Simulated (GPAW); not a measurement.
Band structure of Ir (Fm-3m, 1 atom in the cell).

```xyz
1
Lattice="0.0000 1.9200 1.9200 1.9200 0.0000 1.9200 1.9200 1.9200 0.0000" Properties=species:S:1:pos:R:3 pbc="T T T"
Ir     0.0000     0.0000     0.0000
```

Method of the run: PBE, GPAW PAW datasets PBE (gpaw-data 1.0.1) (plane waves; GPAW).

Settings: mode = pw; ecut = 550 eV; xc = PBE; kpts = 10 10 10; mesh shift (steps) = 0 0 0; occupations.name = fermi-dirac; occupations.width = 0.1 eV; nbands = -7; convergence.forces = 0.001 eV/Å; symmetry.symmorphic = false; symmetry.tolerance = 0.0005; maxiter = 100; bandpath_npoints = 40.

The starting cell has typed, rounded lattice constants, without a prior relaxation at this level. Spin-orbit coupling is off. Spin polarisation is off.

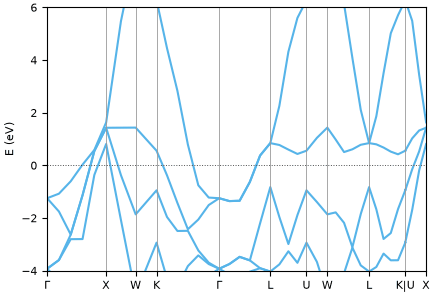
Bands along the path, energies from the Fermi level.

Levels in eV from the Fermi level, bands 4 to 11:
```json
[
 {"point": "Γ", "4": "-11.11", "5": "-3.93", "6": "-3.93", "7": "-3.93", "8": "-1.25", "9": "-1.25", "10": "13.91", "11": "19.55"},
 {"point": "X", "4": "-7.93", "5": "-7.36", "6": "0.81", "7": "1.43", "8": "1.43", "9": "1.63", "10": "10.53", "11": "11.53"},
 {"point": "W", "4": "-6.30", "5": "-4.91", "6": "-4.91", "7": "-1.86", "8": "1.43", "9": "8.17", "10": "8.99", "11": "8.99"},
 {"point": "K", "4": "-6.97", "5": "-6.02", "6": "-2.94", "7": "-0.95", "8": "0.56", "9": "6.27", "10": "7.65", "11": "11.43"},
 {"point": "L", "4": "-8.10", "5": "-4.03", "6": "-4.03", "7": "-0.83", "8": "0.85", "9": "0.85", "10": "7.26", "11": "13.49"},
 {"point": "U", "4": "-6.97", "5": "-6.02", "6": "-2.94", "7": "-0.95", "8": "0.56", "9": "6.27", "10": "7.65", "11": "11.43"}
]
```

Bands cross the Fermi level along this path, so the cell is metallic at this level.
